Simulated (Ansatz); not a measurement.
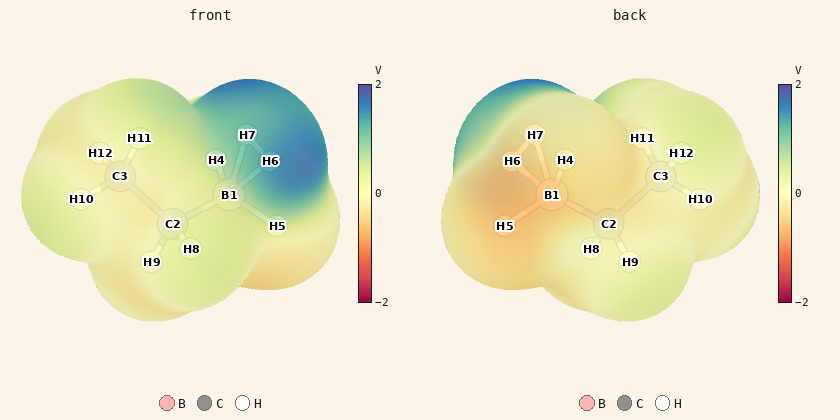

The picture shows: C2H9B. The electrostatic potential painted on the density surface at 0.002 e/bohr³, seen from the front and from behind; red is negative and blue positive.

The reactant side of a reaction path; geometry: PBE0-D4/def2-TZVP.

Computed with RKS PBE0-D4/def2-TZVPP (Ansatz 0.2.0).

```xyz
12

B    -0.2336    1.1870    0.0490
C     0.3251   -0.1121   -0.6755
C    -0.0985   -1.4356   -0.0496
H    -1.3995    1.2133    0.3697
H     0.1734    2.2804   -0.2555
H     0.5903    1.3653    1.2137
H    -0.0814    0.9888    1.4634
H     1.4157   -0.0786   -0.7786
H    -0.0550   -0.0613   -1.7041
H     0.2651   -2.2987   -0.6137
H     0.2864   -1.5358    0.9715
H    -1.1877   -1.5127    0.0096
```

**Describe the electrostatic potential map.**

The most negative region (about −0.7 V) lies over H4, the most positive (about +1.7 V) over H6 and H7.
